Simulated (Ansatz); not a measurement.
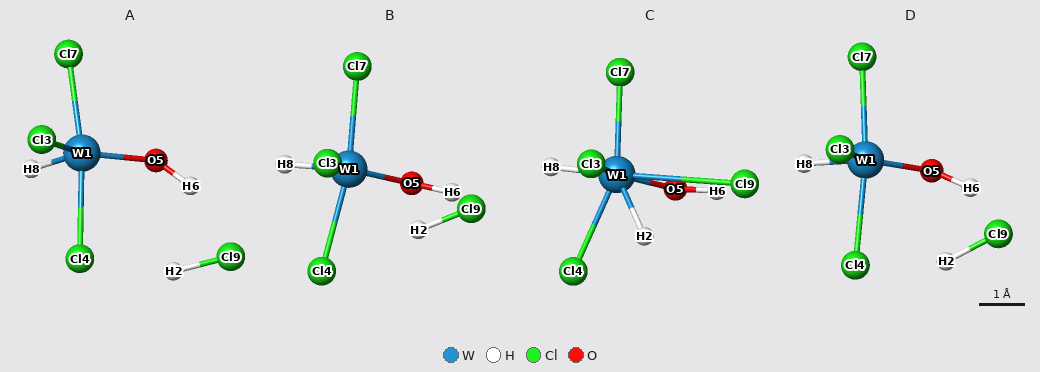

4 geometries from one relaxation of WH3OCl4 (multiplicity 2), in shuffled order. Style: ball-and-stick. Shown face on.

The run prepares an end point of a later path (reaction) calculation, from a guessed geometry.

The calculation used Ansatz 0.2.0, UKS PBE/def2-SVP. Settings: collinear spin; force threshold 0.03 eV/Å; at most 50 steps.

Order the frames from highest to lowest energy.

C, B, D, A. They are steps 0, 7, 12, 23, at +1.907 eV, +0.432 eV, +0.089 eV relative to the last. Over 21 accepted moves (23 points after the start) the energy falls by 1.907 eV. The largest force component goes from 0.72 to 0.018 eV/Å. The line search rejected the trial steps at points 5, 15 of the run. The atom that moves furthest after the best rigid fit is Cl9 (1.71 Å). Largest moves by element: Cl 1.71 Å, H 1.37 Å, O 0.81 Å, W 0.59 Å. Some distances before and after: W1–H2 1.741 → 3.423 Å, H2–Cl9 2.555 → 1.337 Å, W1–Cl9 3.065 → 4.115 Å, H6–Cl9 1.833 → 2.072 Å. New bonds form, among them: H2–Cl9 (2.56 → 1.34 Å). Bonds break, among them: W1–Cl9 (3.07 → 4.11 Å), W1–H2 (1.74 → 3.42 Å). Bond angles that change, for instance: W1–O5–H6 108.2° → 129.4°, Cl4–W1–Cl7 155.6° → 170.5°, Cl4–W1–H8 72.4° → 84.2°. Groups turn about W1–O5 by about 60°.
